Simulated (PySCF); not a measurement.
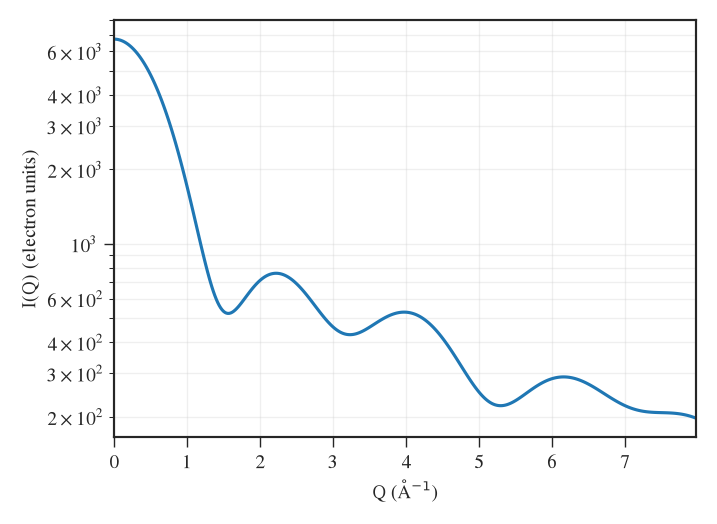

Elastic X-ray scattering of a randomly oriented, rigid molecule, calculated with the Debye equation from neutral-atom form factors (independent atoms, no Compton part, no vibration). The geometry is the end point of an optimisation (PySCF, PBE0-D3(BJ)/def2-SVP geometry optimisation, gas phase); it may be a saddle point or a higher isomer. It contains Si, Cl.

Q: How many electrons does the independent-atom model of the molecule hold?

A: I(0) is the square of the electron number: I(0) = 6720, so about 82 electrons, the count of Cl4Si.

Q: What radius of gyration does the initial fall-off give?

A: From I(Q) ≈ I(0) exp(−Q²R²/3) at small Q, R ≈ 1.98 Å. It is larger than the electron-weighted radius of the nuclear positions alone (1.85 Å), because each atom's electron cloud adds to it.
